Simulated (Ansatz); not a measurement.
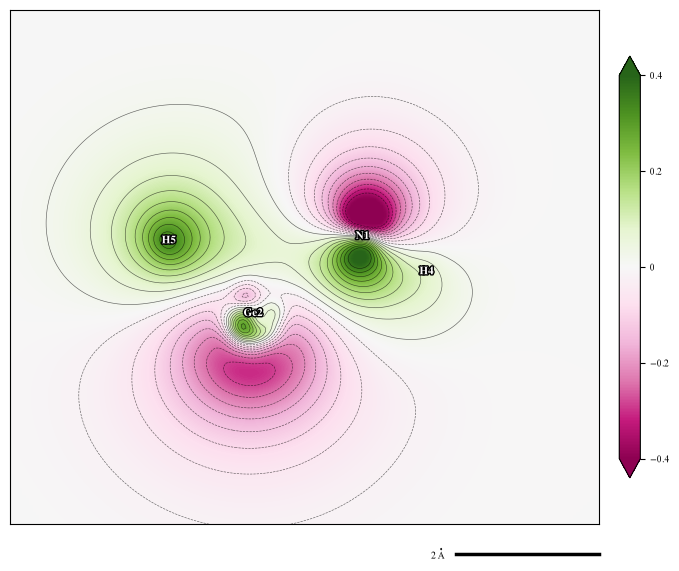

*GeH$_{4}$N (SMILES [NH2][GeH2]) (doublet). The HOMO (α) on the plane of atoms N1, Ge2 and H5 (values in Å⁻³ᐟ²; the overall sign is arbitrary).*

The calculation used Ansatz, UKS PBE-D4/def2-SVP.

| atom | x (Å) | y (Å) | z (Å) |
| --- | --- | --- | --- |
| N | 0.1974 | -0.9056 | 0.1301 |
| Ge | -0.4578 | 0.8181 | -0.1558 |
| H | 0.0273 | -1.5734 | -0.6310 |
| H | -0.0839 | -1.3433 | 1.0151 |
| H | 0.2672 | 1.2941 | -1.4656 |
| H | 0.0918 | 1.6461 | 1.0610 |

Q: Describe this orbital and give its energy.

A: Its weight (Hirshfeld) is mainly on Ge2 (about 60 %), N1 (about 25 %), H6 (about 5 %) and H5 (about 5 %). Its energy is −4.31 eV.
